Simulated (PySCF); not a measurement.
# C₃H₁₁OPSi (SMILES COCCP[SiH3]): what the fields show

The calculation's input:

```
{"job": {"kind": "uv", "xc": "CAM-B3LYP", "basis": "def2-SVPD", "nstates": 8, "ntriplets": 3}, "charge": 0, "multiplicity": 1}
C     -1.386655     1.567455     0.829762
O     -0.704483     0.618453     0.053829
C     -1.133740    -0.704418     0.268799
C     -0.190216    -1.626765    -0.481074
P      1.537529    -1.407957     0.195175
Si     1.966013     0.666620    -0.532126
H     -1.271180     1.362055     1.900993
H     -0.950462     2.536032     0.595259
H     -2.455960     1.578471     0.585731
H     -1.110864    -0.939522     1.344765
H     -2.169775    -0.827307    -0.086619
H     -0.214328    -1.396300    -1.547465
H     -0.497427    -2.664774    -0.334832
H      2.156362    -2.057242    -0.868605
H      1.235236     1.053014    -1.737115
H      3.397585     0.654852    -0.873859
H      1.785368     1.599363     0.576655
```

Command:

```sh
OMP_NUM_THREADS=1 python probes_run.py task.json out
```

Geometry: GFN2-xTB.

All numbers below come from PySCF, CAM-B3LYP/def2-SVPD, SCF density, gas phase.

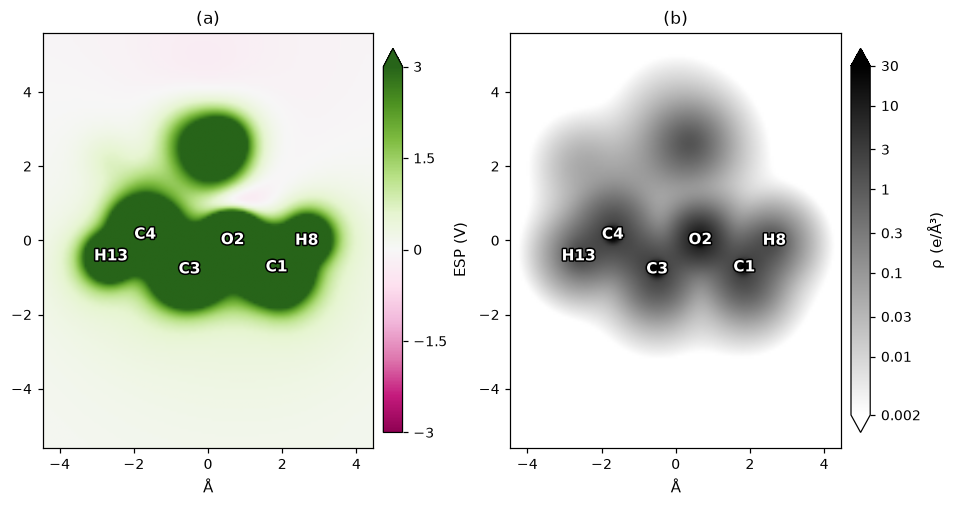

Figure 1. (a) electrostatic potential; (b) electron density on the plane of atoms O2, C3 and C4.

### What do the fields say about this system?

The section cuts through C, O and H sites. C–O (1.40 Å): the density is about 2.1 e/Å³ at the midpoint, with its minimum of 1.8 e/Å³ about 0.5 Å from C. C–C (1.52 Å): ρ is about 1.7 e/Å³ halfway. C–H (1.09 Å): ρ is about 2 e/Å³ halfway. The potential has no marked negative region in this plane.

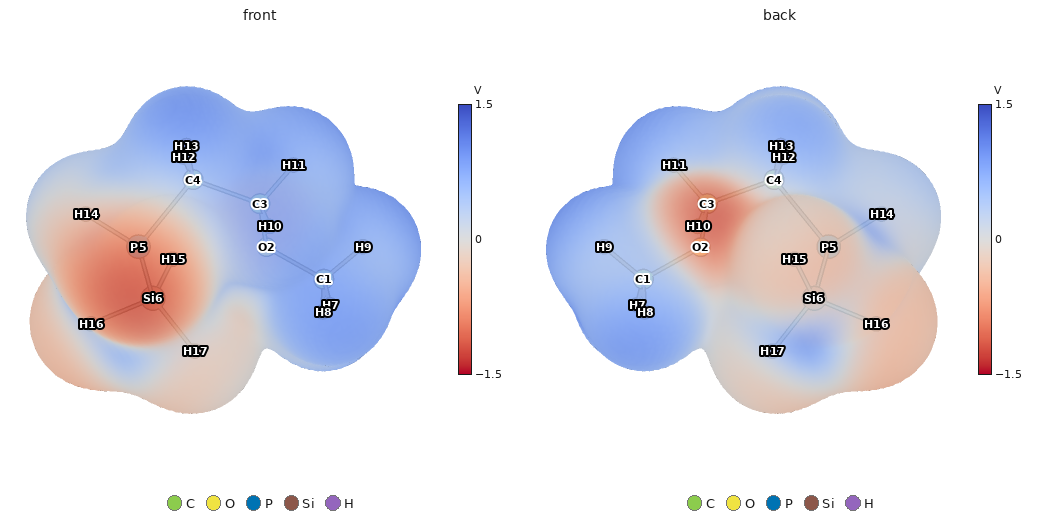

Figure 2. The electrostatic potential painted on the density surface at 0.002 e/bohr³, seen from the front and from behind; the colour scale runs from red (negative) to blue (positive).

### Where is the surface potential most negative and most positive?

The most negative region (about −1.1 V, or −25 kcal/mol for a unit charge) lies over P5, the most positive (about +0.9 V, or +21 kcal/mol for a unit charge) over C1, H9, H11 and H13.

### What dipole moment does the calculation give?

Its dipole moment is 2.57 D.
